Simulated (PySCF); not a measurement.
# CeH6N (Ce(H)3(NH3)): the cost of one run

Program: PySCF 2.14.0. Level of theory: several levels, as the steps say, no spin–orbit coupling. These are calculated values, not measurements.

1 further run of the same task is left out (for a known fault of the program).

## Step 1: Starting geometry

8 atoms, charge 0, spin multiplicity 1.

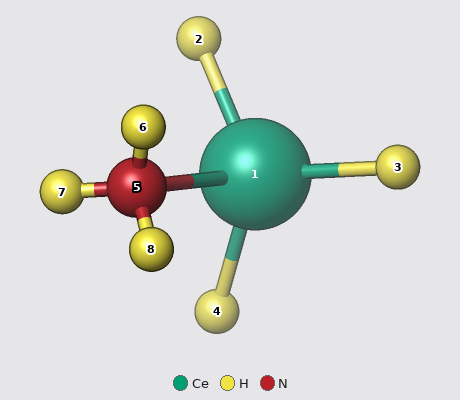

The geometry (cerium teal, hydrogen yellow, nitrogen red); atoms are numbered from 1 in the order of the file.

As a file:

```xyz
8
CeH6N
Ce    0.2599   -0.2599    0.2599
H     1.3221    1.2539    1.3221
H    -1.2539   -1.3221    1.3221
H     1.3221   -1.3221   -1.2539
N    -1.2765    1.2765   -1.2765
H    -1.8896    1.8896   -0.7346
H    -0.7346    1.8896   -1.8896
H    -1.8896    0.7346   -1.8896
```

Formal oxidation states: Ce +3. Each metal's 1 4f electrons lie in its core potential, so multiplicities, spins and levels count the valence alone. An earlier session relaxed this geometry at PBE0, Ce lcecp-1-SVP with ECP47, H def2-SVP, N def2-SVP (singlet, point group C3v).

At PBE0 on the finer grid: E = -90.420419 Eh, HOMO -6.07 eV, LUMO -0.72 eV, Mulliken charge on Ce1 +0.68 e, largest force component 0.002 eV/Å. 

Levels to run: BP86; r2SCAN; PBE0, TZVP. Hardware: 2 threads of Intel Xeon at 2.50GHz (Skylake/Cascade Lake), shared host.

## Step 2: BP86

Contents of run.py (the lines that set the calculation):

```python
mol = gto.M(atom='''
Ce     0.25987    -0.25987     0.25987
H      1.32211     1.25391     1.32211
H     -1.25391    -1.32211     1.32211
H      1.32211    -1.32211    -1.25391
N     -1.27652     1.27652    -1.27652
H     -1.88962     1.88962    -0.73458
H     -0.73458     1.88962    -1.88962
H     -1.88962     0.73458    -1.88962''',
    basis={'Ce': 'lcecp-1-SVP', 'H': 'def2-SVP', 'N': 'def2-SVP'},
    ecp={'Ce': 'lcecp-1-SVP'},
    charge=0, spin=0)
mf = dft.RKS(mol, xc='B88,P86')
mf.grids.atom_grid = (75, 302)  # f atoms: unpruned, at least (60, 302)
mf = mf.density_fit()  # fitting sets: Ce AutoAux, H def2-universal-JKFIT, N def2-universal-JKFIT
mf.conv_tol = 1e-08; mf.max_cycle = 55
mf.kernel(dm0)  # dm0: the density of the relaxed state
```

The run is started by

```
$ OMP_NUM_THREADS=2 python run.py
```

**Question.** How long does this run take on 2 threads of Intel Xeon at 2.50GHz (Skylake/Cascade Lake), shared host?

About 13 s.
